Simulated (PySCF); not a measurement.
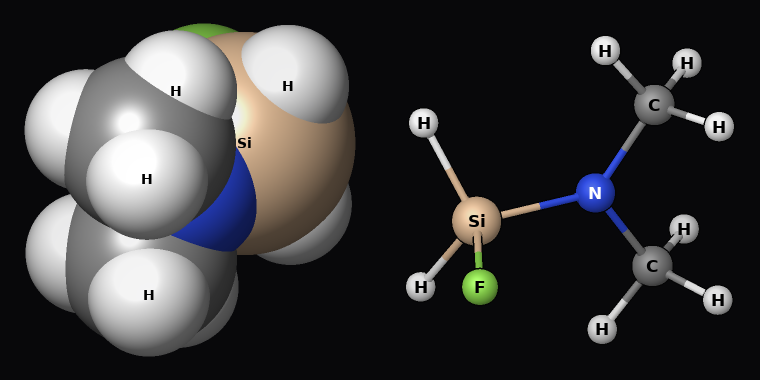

Source: calculation with PySCF.

The same structure drawn twice, from different directions.

### What is the molecular formula?

C2H8FNSi, 13 atoms: 2 carbon, 8 hydrogen, 1 fluorine, 1 nitrogen and 1 silicon.

### Describe its rings.

It has no ring.
